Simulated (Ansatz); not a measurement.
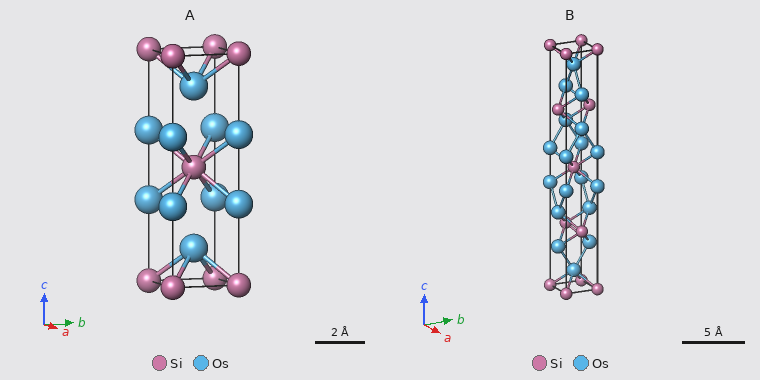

Two structures of SiOs₂, each relaxed to rest (conventional cells in solid outline, small ones repeated, not to one scale). Method: DFT PBE, scalar-relativistic, plane waves, PAW (Ansatz), without spin polarisation.

What are the two structures?

A: 6 atoms a cell on a body-centred tetragonal lattice, I4/mmm. B: 12 atoms a cell on a body-centred tetragonal lattice, I4_1/amd.

Which of the two does the method prefer?

A is lower, by 188 meV/atom at this level of theory (energies at zero smearing). Volumes: A 13.4, B 14.1 Å³/atom.

One or both may be structure types tried for this composition rather than known phases.
